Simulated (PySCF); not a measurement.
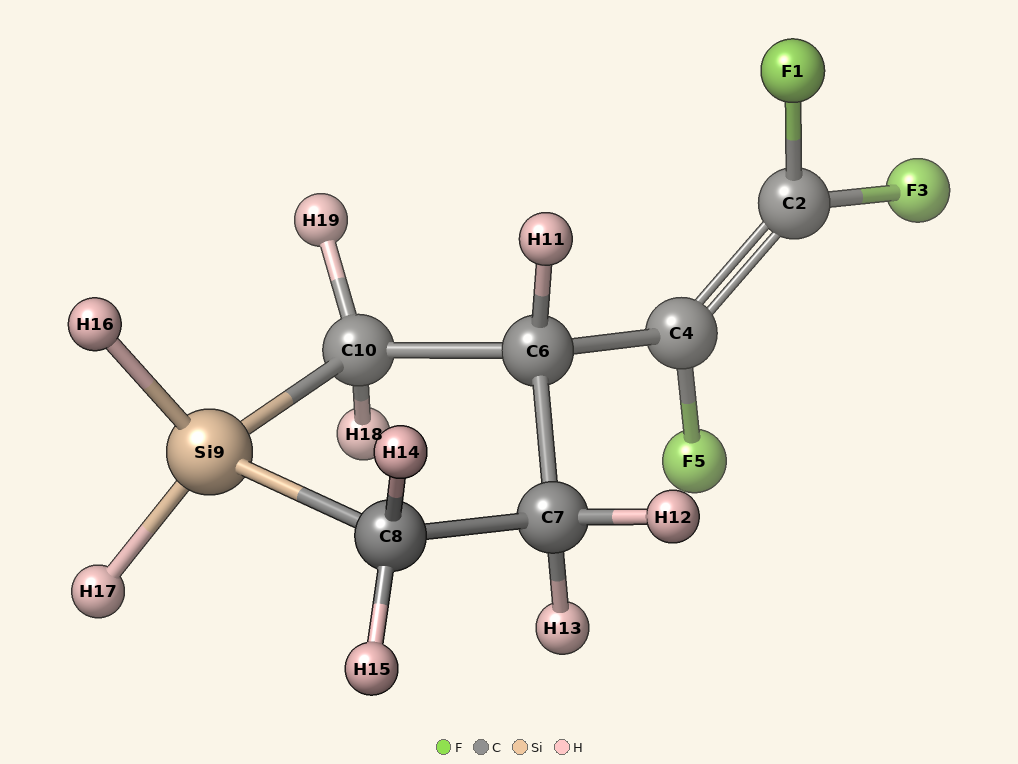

Depth is shown by fading: the farther an atom, the more it takes the colour of the background. The geometry was computed by an optimisation with PBE0-D3(BJ)/def2-SVP. No frequency run is at hand to confirm it as a minimum.

What is the conformation of the ring C6–C7–C8–Si9–C10?

Answer. It is a twist (half-chair). The Cremer–Pople amplitude Q is 0.43 Å.

Give the torsion angles round the ring, beginning with the bond from its second to its third atom.

Answer. 37°, −13°, −13°, 36°, −50°.
